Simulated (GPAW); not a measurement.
SiO2 (Stishovite, P4_2/mnm), O K edge of atom 3, with 2 Si at 1.76 Å and 1 Si at 1.81 Å (distorted trigonal planar, site symmetry m2m). Method: GPAW, PBE, full core hole (charged cell), 12-atom cell with 5.0 Å between holes, 6×6×6 k points, dipole transitions, Gaussian full width 0.9 eV up to 4 eV, rising linearly to 3.5 eV at 25 eV.

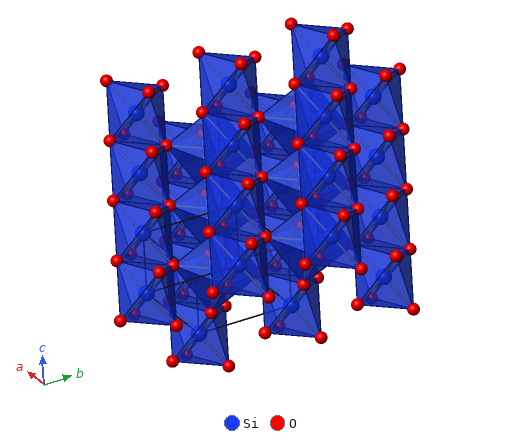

The structure (silicon blue, oxygen red). 1×2×3 cells are drawn. Some periodic images of atoms are drawn too.

```
Si O
1.0
     4.17730    0.00000    0.00000
     0.00000    4.17730    0.00000
     0.00000    0.00000    2.66520
Si O
2 4
Direct
  0.50000 0.50000 0.50000
  0.00000 0.00000 0.00000
  0.80590 0.19410 0.50000
  0.69410 0.69410 0.00000
  0.19410 0.80590 0.50000
  0.30590 0.30590 0.00000
```

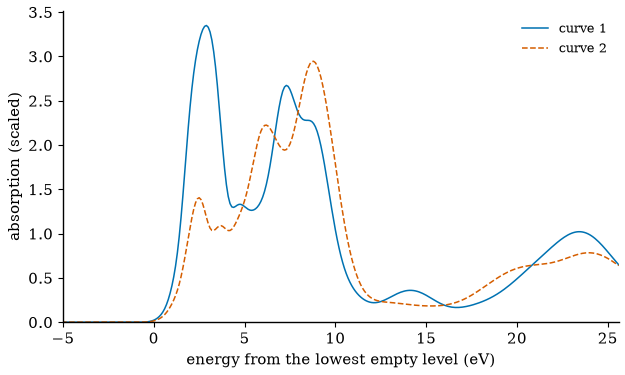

Energy from the lowest empty level; a common scale on which the isotropic spectrum has a mean of 1 over the first 20 eV.

Q: The curves are for the electric vector along different Cartesian axes of the cell as given, averaged over the symmetry-equivalent atoms. Which is which?

Curve 1: along z (c), main maxima 2.9 eV (3.35), 7.3 eV (2.67) and 23.4 eV (1.02). Curve 2: along x (⊥ c) (the other in-plane axis gives the same curve within 3 %), main maxima 2.5 eV (1.40), 6.2 eV (2.22) and 8.8 eV (2.95). A K edge sees empty p states on the absorber. Each direction probes the empty orbitals that point along it. The holes are only 5.0 Å apart, so the shape is probably not converged with cell size; no larger cell was run here. The mesh is coarse (0.26 Å⁻¹ between points), so small maxima may be mesh ripples.

[Banner, clock and machine lines of the logs are left out without a mark of their own.]

[Logs are printed without paths, hosts, clocks, repeated set-up lines and the standing remarks that a program may print on its own settings, such as how far it seeks lower states.]

[Hosts, paths, dates, database ids (printed as entryN), source tags and the programs' standing remarks are cut or masked in the printed files.]

[Lists of maxima count a maximum above −3 eV only where it reaches 4 % of the highest in the window and stands out from its surroundings by 2 % of it (1.5 % where it reaches 55 %); shoulders and weaker maxima are passed over, and of the rest the first, up to two pre-edge ones and the few strongest are named.]
